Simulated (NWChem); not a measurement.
**One shape, several levels: C2HClFIn (SMILES C#[C][In]([F])[Cl])**

We compute a comparison of 3 runs (HF/def2-SVP, PBE0/def2-SVP, B3LYP/def2-SVPD) of C2HClFIn. 

The results are computed with NWChem 7.3.0.

## Step 1: Starting point

C2HClFIn has 6 atoms, charge 0, and is taken as a singlet. SMILES: `C#[C][In]([F])[Cl]`. The coordinates come from a PBE0-D4/def2-TZVP relaxation.

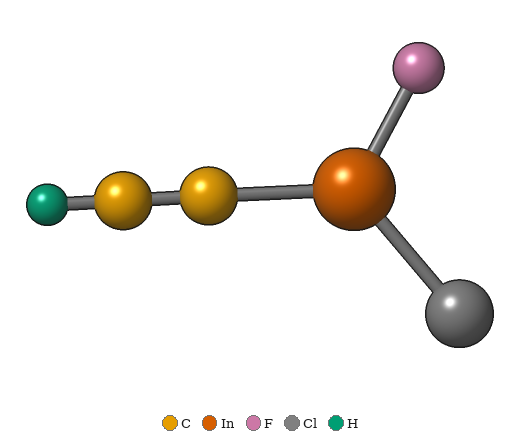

The structure, seen from a chosen angle (carbon amber, indium orange, fluorine pink, chlorine grey, hydrogen teal).

## Step 2: Energy and forces at HF/def2-SVP (core potential) (run 1)

run.py

```python
from ase import Atoms
from ase.calculators.nwchem import NWChem

system = Atoms(['C', 'C', 'In', 'F', 'Cl', 'H'], positions=[
    [1.088300, 0.340300, 1.700800],
    [0.438900, 0.120100, 0.708700],
    [-0.655800, -0.235700, -0.984700],
    [-1.773600, -1.806600, -1.123700],
    [-0.759200, 1.049500, -2.880900],
    [1.661500, 0.532400, 2.579900],
])

calc = NWChem(
    label='job',
    theory='scf',
    memory='2200 mb',
    basis='def2-SVP',
    basispar='spherical bse',
    scf={'nopen': '0', 'rhf': None, 'thresh': '1e-08', 'maxiter': '80'},
    **{'ecp bse': {'In library': 'def2-SVP'}},
)
system.calc = calc

forces = system.get_forces()
e = system.get_potential_energy()
print(f"E = {e:.6f} eV")
print("forces (eV/A):")
for s, f in zip(system.symbols, forces):
    print(f"{s:2s} {f[0]:10.5f} {f[1]:10.5f} {f[2]:10.5f}")
print("dipole (e A):", system.get_dipole_moment().round(4))
```

Run with:

```bash
$ export ASE_NWCHEM_COMMAND="nwchem PREFIX.nwi > PREFIX.nwo"
$ python run.py
```

Standard output:

```text
E = -22427.457193 eV
forces (eV/A):
C    -0.43174   -0.15319   -0.64895
C     0.78475    0.28658    1.17098
In   -0.31254   -0.41981   -0.06402
F    -0.04998   -0.08629    0.01476
Cl   -0.00288    0.36839   -0.49077
H     0.01239    0.00432    0.01800
dipole (e A): [0.4606 0.2837 0.5359]
```

The calculator wrote job.nwi:

```
title "job"

permanent_dir job

scratch_dir job

start job

geometry units angstrom nocenter noautosym noautoz
  C  1.0883000000000000e+00 3.4029999999999999e-01 1.7008000000000001e+00
  C  4.3890000000000001e-01 1.2010000000000000e-01 7.0870000000000000e-01
  In -6.5580000000000005e-01 -2.3569999999999999e-01 -9.8470000000000002e-01
  F  -1.7736000000000001e+00 -1.8066000000000000e+00 -1.1236999999999999e+00
  Cl -7.5919999999999999e-01 1.0495000000000001e+00 -2.8809000000000000e+00
  H  1.6615000000000000e+00 5.3239999999999998e-01 2.5798999999999999e+00
end

memory 2200 mb

basis spherical bse noprint
   * library def2-SVP
end

scf
  nopen 0
  rhf
  thresh 1e-08
  maxiter 80
end
ecp bse
  In library def2-SVP
end

task scf gradient
```

job.nwo:

```text
Northwest Computational Chemistry Package (NWChem) 7.3.0
             --------------------------------------------------------

           Job information
           ---------------

    nwchem branch   = 7.3.0
    use scalapack   = T
    input           = job.nwi
    prefix          = job.
    data base       = job/job.db
    status          = startup
    nproc           =        1

           Memory information
           ------------------

[... 5 lines left out ...]
    hardfail = no
[... 136 lines left out ...]
         Quadratically convergent ROHF
[... 15 lines left out ...]
       Final RHF  results
[... 4 lines left out ...]
      Two-electron energy =    660.436589993491
[... 49 lines left out ...]
                       ROHF Final Molecular Orbital Analysis
[... 303 lines left out ...]
                 ----------------------------------------
                 |  Time  |  1-e(secs)   |  2-e(secs)   |
                 ----------------------------------------
                 |  CPU   |       0.04   |       6.05   |
                 ----------------------------------------
                 |  WALL  |       0.04   |       6.05   |
                 ----------------------------------------

 Task  times  cpu:       24.6s     wall:       24.6s
 Total times  cpu:       24.6s     wall:       24.6s
```

It took 26 s on 1 thread of AMD EPYC 9R14 (Zen 4), shared host; peak memory 0.1 GiB.

## Step 3: Energy and gradient at PBE0/def2-SVP (core potential) (run 2)

c2hclfin.nw

```
start c2hclfin
memory stack 880 mb heap 220 mb global 1100 mb
geometry units bohr noautosym nocenter noautoz
 C    2.05658894   0.64307380   3.21404619
 C    0.82940080   0.22695611   1.33924890
 In  -1.23928239  -0.44540845  -1.86081331
 F   -3.35161825  -3.41397922  -2.12348525
 Cl  -1.43468007   1.98326757  -5.44411199
 H    3.13977996   1.00609019   4.87530443
end
basis "ao basis" spherical bse
 * library def2-SVP
end
ecp bse
 In library def2-SVP
end
dft
 xc pbe0
 grid fine
 convergence energy 1e-08
 maxiter 100
 mulliken
 noprint "final vectors analysis"
end
task dft gradient
```

Run with:

```bash
$ nwchem c2hclfin.nw > c2hclfin.out
```

Standard output:

```text
[...]
          Wavefunction type:  closed shell.
          No. of atoms     :     6
          No. of electrons :    60
[...]
          Charge           :     0
          Spin multiplicity:     1
[...]
          AO basis - number of functions:    91
[...]
              XC Information
              --------------
                         PBE0 Method XC Functional
                     Hartree-Fock (Exact) Exchange  0.250
          PerdewBurkeErnzerhof Exchange Functional  0.750
            Perdew 1991 LDA Correlation Functional  1.000 local
           PerdewBurkeErnz. Correlation Functional  1.000 non-local
[...]
 d= 0,ls=0.0,diis     1   -826.2489777040 -1.10D+03  2.23D-02  8.48D-01     2.1
[...]
 d= 0,ls=0.0,diis    11   -826.3608866892 -2.23D-09  4.99D-07  2.83D-09    15.7
         Total DFT energy =     -826.360886689215
      One electron energy =    -1759.555145929384
           Coulomb energy =      724.942312362922
    Exchange-Corr. energy =      -66.336283645683
 Nuclear repulsion energy =      274.588230522929
[...]
  wavefunction    = closed shell
                         DFT ENERGY GRADIENTS
    atom               coordinates                        gradient
                 x          y          z           x          y          z
   1 C       2.056589   0.643074   3.214046   -0.008331  -0.002766  -0.012829
   2 C       0.829401   0.226956   1.339249    0.009659   0.002801   0.015397
   3 In     -1.239282  -0.445408  -1.860813   -0.001518   0.000687  -0.003910
   4 F      -3.351618  -3.413979  -2.123485    0.004263   0.005984   0.000542
   5 Cl     -1.434680   1.983268  -5.444112    0.000133  -0.005316   0.007263
   6 H       3.139780   1.006090   4.875304   -0.004206  -0.001390  -0.006463
[...]
```

It took 23 s on 1 thread of AMD EPYC 9R14 (Zen 4), shared host; peak memory 0.12 GiB.

## Step 4: Energy and forces at B3LYP/def2-SVPD (core potential) (run 3)

run.py

```python
from ase import Atoms
from ase.calculators.nwchem import NWChem

atoms = Atoms(['C', 'C', 'In', 'F', 'Cl', 'H'], positions=[
    [1.088300, 0.340300, 1.700800],
    [0.438900, 0.120100, 0.708700],
    [-0.655800, -0.235700, -0.984700],
    [-1.773600, -1.806600, -1.123700],
    [-0.759200, 1.049500, -2.880900],
    [1.661500, 0.532400, 2.579900],
])

calc = NWChem(
    label='work',
    theory='dft',
    memory='2200 mb',
    basis='def2-SVPD',
    basispar='spherical bse',
    dft={'xc': 'b3lyp', 'mult': '1', 'grid': 'fine', 'convergence': 'energy 1e-08', 'iterations': '100', 'mulliken': None},
    **{'ecp bse': {'In library': 'def2-SVPD'}},
)
atoms.calc = calc

forces = atoms.get_forces()
print(f"energy = {atoms.get_potential_energy():.6f} eV")
print("forces (eV/A):")
for s, f in zip(atoms.symbols, forces):
    print(f"{s:2s} {f[0]:10.5f} {f[1]:10.5f} {f[2]:10.5f}")
print("dipole (e A):", atoms.get_dipole_moment().round(4))
```

Run with:

```bash
$ export ASE_NWCHEM_COMMAND="nwchem PREFIX.nwi > PREFIX.nwo"
$ python run.py
```

Standard output:

```text
energy = -22498.576586 eV
forces (eV/A):
C     0.50718    0.17370    0.77364
C    -0.45344   -0.15010   -0.69831
In    0.33100    0.14830    0.45868
F    -0.51530   -0.72701   -0.06042
Cl   -0.03281    0.50152   -0.72510
H     0.16337    0.05358    0.25151
dipole (e A): [0.4273 0.2632 0.4972]
```

The calculator wrote work.nwi:

```
title "work"

permanent_dir work

scratch_dir work

start work

geometry units angstrom nocenter noautosym noautoz
  C  1.0883000000000000e+00 3.4029999999999999e-01 1.7008000000000001e+00
  C  4.3890000000000001e-01 1.2010000000000000e-01 7.0870000000000000e-01
  In -6.5580000000000005e-01 -2.3569999999999999e-01 -9.8470000000000002e-01
  F  -1.7736000000000001e+00 -1.8066000000000000e+00 -1.1236999999999999e+00
  Cl -7.5919999999999999e-01 1.0495000000000001e+00 -2.8809000000000000e+00
  H  1.6615000000000000e+00 5.3239999999999998e-01 2.5798999999999999e+00
end

memory 2200 mb

basis spherical bse noprint
   * library def2-SVPD
end

dft
  xc b3lyp
  mult 1
  grid fine
  convergence energy 1e-08
  iterations 100
  mulliken
end
ecp bse
  In library def2-SVPD
end

task dft gradient
```

work.nwo:

```text
Northwest Computational Chemistry Package (NWChem) 7.3.0
             --------------------------------------------------------

           Job information
           ---------------

    nwchem branch   = 7.3.0
    use scalapack   = T
    input           = work.nwi
    prefix          = work.
    data base       = work/work.db
    status          = startup
    nproc           =        1

           Memory information
           ------------------

[... 5 lines left out ...]
    hardfail = no
[... 107 lines left out ...]
  convergence criterion.
[... 44 lines left out ...]
          Spatial weights used:  Erf1
[... 32 lines left out ...]
 1-e energy   =   -1756.643232
[... 45 lines left out ...]
           Coulomb energy =      724.266285687467
[... 997 lines left out ...]
          Convergence on density requested:  1.00D-05
[... 30 lines left out ...]
          total energy or number of iterations.
[... 37 lines left out ...]
                 ----------------------------------------
                 |  Time  |  1-e(secs)   |  2-e(secs)   |
                 ----------------------------------------
                 |  CPU   |       0.08   |      16.79   |
                 ----------------------------------------
                 |  WALL  |       0.08   |      16.79   |
                 ----------------------------------------

 Task  times  cpu:       52.7s     wall:       52.7s
 Total times  cpu:       52.8s     wall:       52.8s
```

It took 54 s on 1 thread of AMD EPYC 9R14 (Zen 4), shared host; peak memory 0.13 GiB.

## Step 5: All runs side by side

```csv
run,level,iteration cap,module,energy (Eh),dipole moment (D),HOMO energy (eV),LUMO energy (eV),wall time
1,HF/def2-SVP (core potential),80,scf,-824.193857,3.66,-11.69,0.90,26 s
2,PBE0/def2-SVP (core potential),100,dft,-826.360887,3.20,–,–,23 s
3,B3LYP/def2-SVPD (core potential),100,dft,-826.807446,3.39,-8.80,-2.39,54 s
```

## Step 6: Outcome

```
                       quantity          value
            run 3: total energy  -826.80745 Eh
           run 3: dipole moment         3.39 D
             run 3: HOMO energy       -8.80 eV
             run 3: LUMO energy       -2.39 eV
           run 3: HOMO–LUMO gap        6.41 eV
run 3: largest force on an atom     0.941 eV/Å
```

The dipole moment (its size) runs from 3.20 D (PBE0/def2-SVP) to 3.66 D (HF/def2-SVP). Totals of different functionals can't be ranked against each other. All runs together took 1.7 min, the longest 54 s.
